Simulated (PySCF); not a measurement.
AlClH2. Atoms are numbered in the order given.

```xyz
4

Al     0.0000     0.0000     1.0735
H      0.0000    -1.3914     1.7993
H      0.0000     1.3914     1.7993
Cl     0.0000     0.0000    -1.0326
```

The structure is a stationary point at B3LYP-D3(BJ)/def2-TZVP.

Lowest vertical singlet excitation by several levels in PySCF, with rough processor times relative to the cheapest run on one machine. Each run also gave further roots (ADC and EOM-CCSD ionised and attached states too); roots are paired by order and the bases differ. EOM-CCSD serves as a yardstick, not as the true value; all levels that ended soundly for this molecule are listed, with differences from unrounded values.

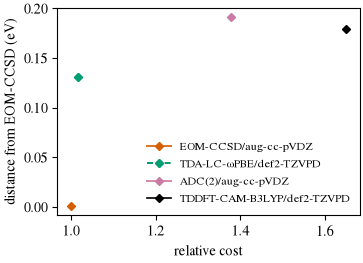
Fig. 1. Cost against distance from EOM-CCSD for the lowest singlet.

```json
[
 {"level": "EOM-CCSD/aug-cc-pVDZ", "relative cost": "1", "S1 (eV)": "5.73", "S1 minus EOM-CCSD (eV)": "0.00"},
 {"level": "TDA-LC-ωPBE/def2-TZVPD", "relative cost": "1", "S1 (eV)": "5.86", "S1 minus EOM-CCSD (eV)": "0.13"},
 {"level": "ADC(2)/aug-cc-pVDZ", "relative cost": "1", "S1 (eV)": "5.92", "S1 minus EOM-CCSD (eV)": "0.19"},
 {"level": "TDDFT-CAM-B3LYP/def2-TZVPD", "relative cost": "2", "S1 (eV)": "5.55", "S1 minus EOM-CCSD (eV)": "-0.18"}
]
```
